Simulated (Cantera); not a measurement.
A closed system holds: 1 mol CaCO3, 0.039 mol CO2, 0.71 mol H2, at 1.00 Torr.

Cantera equilibrium calculation (NASA polynomials, part measured and part estimated; ideal gas, pure solids and liquids). Candidate condensed phases: C, C6H6, C7H8, C8H18, Ca, CaCO3, CaO, Ca(OH)2, H2O; 115 gas species. Equilibrium is a limit: real reactors are often held back by kinetics, nucleation or transport.

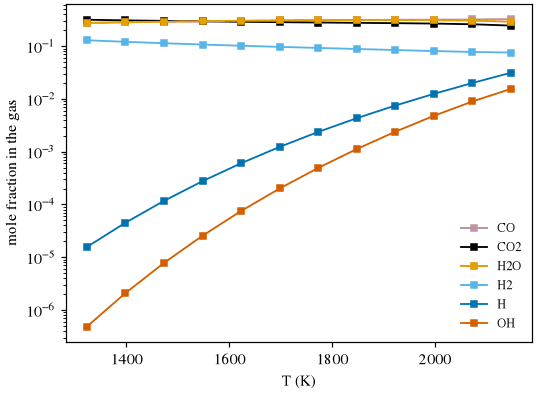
*Equilibrium gas composition (values under 1e-9 drawn at 1e-9)*

From 1323 K to 2148 K the condensed part is CaO(s).
